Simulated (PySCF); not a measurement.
In(Me)(Et)(OH), C₃H₉InO, SMILES [CH2]([In]([OH])[CH3])C, B3LYP/def2-SVP optimised geometry. Atoms within 1.6 Å of the plane z = 1.0 Å (x, y, z in Å): In1 (-0.87, 0.25, 0.00), C2 (-2.44, -1.27, 0.00), H3 (-2.01, -2.28, 0.07), H5 (-3.12, -1.10, 0.85), C6 (1.32, 0.25, 0.00), C7 (2.02, -1.11, 0.08), H8 (1.61, 0.90, 0.84), H11 (1.76, -1.66, 1.00), H12 (3.12, -1.01, 0.07), O13 (-1.50, 2.18, 0.00), H14 (-2.46, 2.28, 0.00).

Calculation: B3LYP/def2-TZVP, def2 effective core potentials past Kr (PySCF). The core electrons that the potentials of In replace are not part of the density.

Map of the LUMO amplitude (bohr^(-3/2)) on the plane z = 1.0 Å; orbital energy -1.07 eV, overall sign arbitrary:

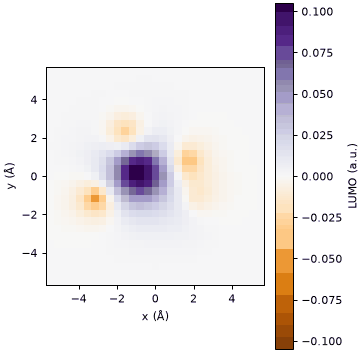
*LUMO amplitude (bohr^(-3/2)) on the plane z = 1.0 Å.*
